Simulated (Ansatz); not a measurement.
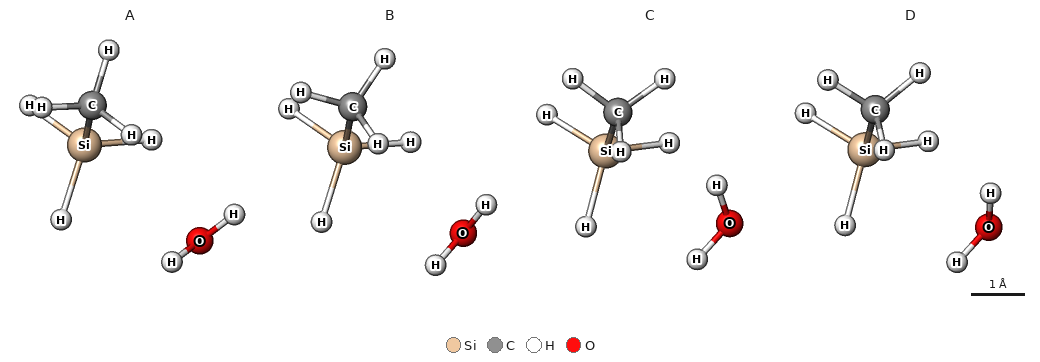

4 geometries from one relaxation of CH$_{8}$OSi, in shuffled order. Style: ball-and-stick. Shown from a free direction.

The run prepares an end point of a later path (reaction) calculation, from a guessed geometry.

Method: RKS revPBE-D4/def2-SVP (Ansatz 0.2.0). Settings: no spin polarisation; force threshold 0.03 eV/Å; at most 50 steps.

Put them in the order of the run, from the start to the converged end.

Answer. C, D, B, A. They are steps 0, 4, 9, 22, at +2.26 kcal/mol, +1.28 kcal/mol, +0.47 kcal/mol relative to the last. An H atom moves most after the best rigid fit: 0.92 Å. By element the largest moves are H 0.92 Å, O 0.38 Å, C 0.18 Å, Si 0.13 Å. Among the contacts that change: C–Si 1.886 → 1.898 Å, H–Si 1.497 → 1.503 Å. Bond angles that change, for instance: Si–C–H 113.6° → 109.0°, H–C–H 106.5° → 108.8°, Si–C–H 109.1° → 111.1°. Groups turn about C–Si by about 45°. Over 16 accepted moves (22 points after the start) the energy falls by 2.26 kcal/mol. Largest force component: 0.4 eV/Å at the start, 0.016 eV/Å at the end. The line search rejected the trial steps at points 2, 8, 11, 14, 18, 20 of the run. The forces were under the threshold at step 15, but the run went on from there. Cost: 21 s on 2 threads of Intel(R) Xeon(R) Platinum 8488C (Sapphire Rapids), on a shared host, peak memory 0.14 GiB.
